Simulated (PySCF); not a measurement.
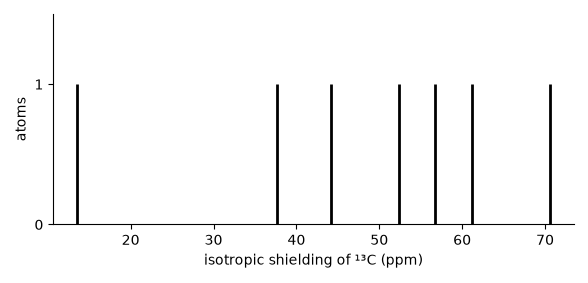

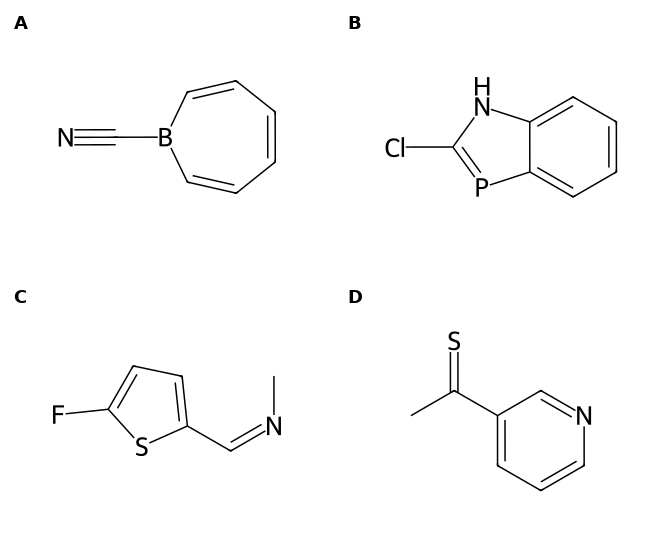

The sticks are computed shieldings of one of the molecules, for one fixed geometry (GFN2-xTB) without averaging over rotations. Low shielding means a high chemical shift. Method: GIAO PBE0/pcSseg-1 NMR shielding, non-relativistic, gas phase (PySCF 2.14.0).

> Match the spectrum to a structure.

B, `Clc1[nH]c2ccccc2p1`. Its 7 C atoms give lines at 13.5, 37.6, 44.2, 52.4, 56.7, 61.2, 70.6 ppm.

The geometry is semi-empirical. Around B, P such bond lengths and angles can be off by a tenth of an ångström or more and by several degrees, and values that hang on the shape move with them.
